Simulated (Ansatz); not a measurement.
Consider MgPbS3.

The calculation's input:

```
crystal:
  lattice:
    - [5.087757581, 0.0, 0.0]
    - [0.0, 5.087757581, 0.0]
    - [0.0, 0.0, 5.087757581]
  atoms:
    - { symbol: Mg, position: [0.0, 0.0, 0.0] }
    - { symbol: Pb, position: [0.5, 0.5, 0.5] }
    - { symbol: S, position: [0.5, 0.5, 0.0] }
    - { symbol: S, position: [0.5, 0.0, 0.5] }
    - { symbol: S, position: [0.0, 0.5, 0.5] }
kpoints:
  mp_grid: { grid: [6, 6, 6] }
  band_path:
    path: [[0.0, 0.0, 0.0], [0.0, 0.5, 0.0], [0.5, 0.5, 0.0], [0.5, 0.5, 0.5]]
    npoints: 1
hamiltonian:
  xc: r2scan
  dispersion: rvv10
scf:
  occupations: { method: fermi_dirac, width: 0.03 }
  n_extra_bands: 5
output:
  forces: true
  stress: true
  eigenvalues: true
  write_density: true
  write_potential: true
  elf: true
  volumetric_format: npy
```

Run with:

```sh
ansatz run input.yaml --threads 2 --pin off --max-ram 2211MiB --backend cpu --events-out ev --progress --plain --runs-dir out
```

Below, planes, directions and counts refer to the conventional cell (a = 5.09 Å, b = 5.09 Å, c = 5.09 Å, α = 90.00°, β = 90.00°, γ = 90.00°).

Space group Pm-3m; started from the cubic perovskite prototype, which need not be the ambient phase.

All numbers below come from DFT, r2SCAN+rVV10, plane waves, PAW in Ansatz.

**Predict the valence pseudo-density and electron localisation function between the atoms.**

Pb–S (2.54 Å): ρ is about 0.46 e/Å³ halfway; the ELF peaks at about 0.80 in the valence shell of S, 0.8 Å from its nucleus, and drops to about 0.30 between the two atoms.
Mg–S (3.60 Å): the density is about 0.06 e/Å³ at the midpoint, with its minimum of 0.04 e/Å³ about 1.3 Å from Mg; the ELF is about 0.40 at the midpoint.

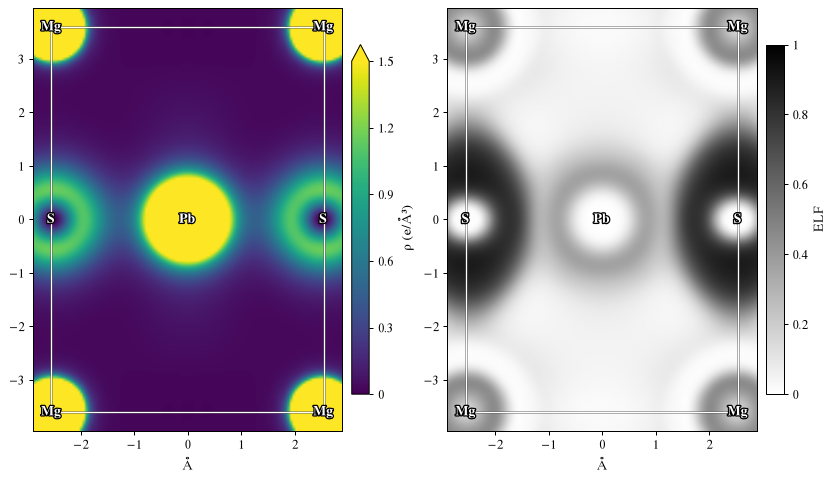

Computed valence pseudo-density and electron localisation function on the (11̄0) plane of the conventional cell, in this order. 

The density is the valence pseudo-density of a PAW calculation; it isn't the true density close to the nuclei.
